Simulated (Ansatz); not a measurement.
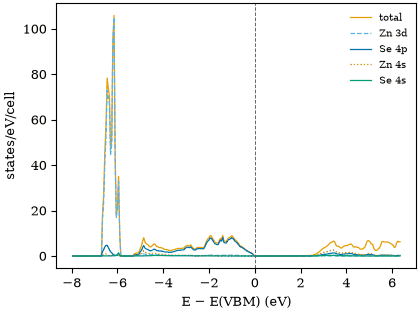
Fig. 1. Total and projected density of states of ZnSe in space group P4_2/mnm (No. 136; Zn on 4g, Se on 4f), PBEsol in the plane-wave PAW code Ansatz

Which orbitals carry the states next to the gap?

Top 1 eV of the valence band: Se 4p 91 %. Bottom 1 eV of the conduction band: Zn 4s 57 %, Se 4s 21 %, Se 4p 19 %. Projections are on Löwdin-orthogonalised atomic valence shells; empty p or d shells of many metals are not among them.

Where is the tallest occupied peak in this window, and what makes it?

Near -6.2 eV, about 110 states/eV per cell; the largest projected share is Zn 3d.

The start of the workflow was typed in or built on a structure type; neither database checked (COD, Materials Project) lists it. It is not the phase usual at ambient conditions (space group No. 216). The PBEsol relaxation kept the symmetry of its start; its stability against distortions is not shown here. Spin–orbit coupling is left out wherever it is not named.

Potentials: the earlier of the program's two PAW sets. The files were generated under PBE; for other functionals the program regenerates the frozen cores, and for LDA and PBEsol the local potential too.
